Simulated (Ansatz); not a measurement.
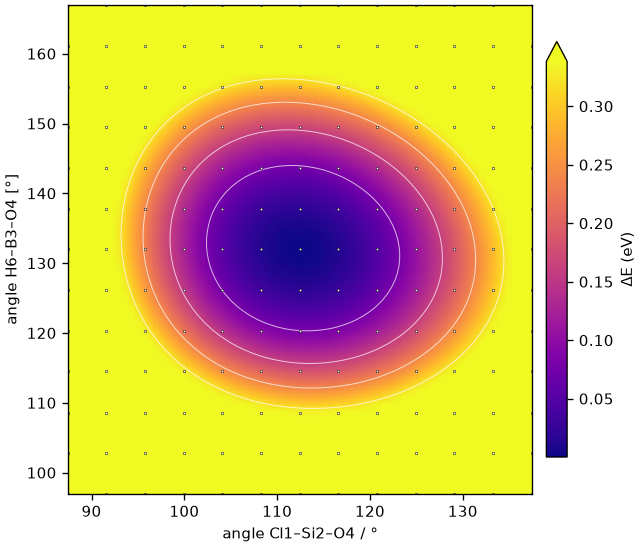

BClH₂OSi, SMILES Cl[SiH]1BO1. The first coordinate is: angle Cl1–Si2–O4; the second: angle H6–B3–O4. Nothing is relaxed (all other coordinates rigid). The grid has 13 × 13 points. Energies are in eV, from the lowest grid point. These are results of RKS wB97X-V/def2-SVP (Ansatz), not measurements.

In the figure: a smooth colour map with a few white contour lines, dots at the grid points, one colour for all values above the top of the scale. Between grid points the surface is interpolated.

Q: Estimate the position of the minimum and the force constants in these coordinates.

A: The interpolated minimum is at angle Cl1–Si2–O4 ≈ 112.5°, angle H6–B3–O4 ≈ 132.0°. The curvatures there are about 4.8 eV/rad² and 3.8 eV/rad², with a cross term of about 0.3 eV/rad². Round the minimum the two coordinates are weakly coupled (coupling 0.08 in units of the two stiffnesses).
